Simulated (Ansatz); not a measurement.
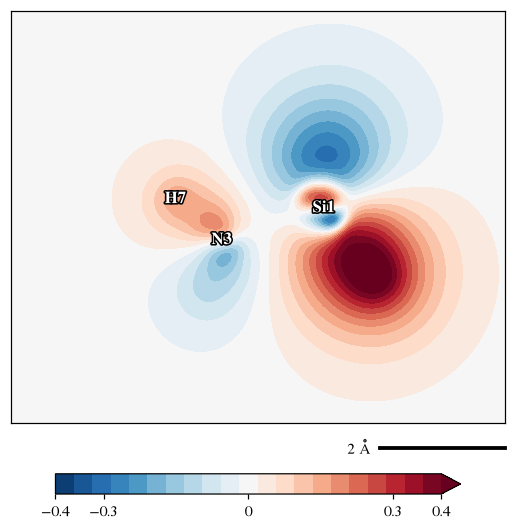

*H$_{5}$NSi. The HOMO−1 on the plane of atoms Si1, N3 and H7 (values in Å⁻³ᐟ²; the overall sign is arbitrary).*

Level of theory: Ansatz, RHF/def2-TZVP.

The calculation's input:

```
crystal:
  periodic: [false, false, false]
  atoms:
    - { symbol: Si, position_ang: [-0.563352, -0.316398, 0.199878] }
    - { symbol: H, position_ang: [0.22595, -0.608768, 1.367673] }
    - { symbol: "N", position_ang: [0.742773, 0.503456, -0.484106] }
    - { symbol: H, position_ang: [1.44313, 0.427609, 0.229818] }
    - { symbol: H, position_ang: [-1.766386, 0.488091, 0.501219] }
    - { symbol: H, position_ang: [-1.032347, -1.519986, -0.518051] }
    - { symbol: H, position_ang: [0.950232, 1.026194, -1.29643] }
basis:
  gaussian: { orbitals: def2-TZVP }
hamiltonian:
  xc: hf
relax:
  f_tol: 0.03
  max_steps: 50
output:
  orbitals: {}
```

Run with:

```sh
ansatz run input.yaml --threads 2 --pin off --max-ram 3072MiB --backend cpu --events-out ev --progress --plain --runs-dir out
```

The fields are those of the run's last geometry, not of the input's.

Describe this orbital and give its energy.

It lies mainly on Si1 (about 40 %), H2 (about 25 %) and H6 (about 25 %). Its energy is −12.91 eV.
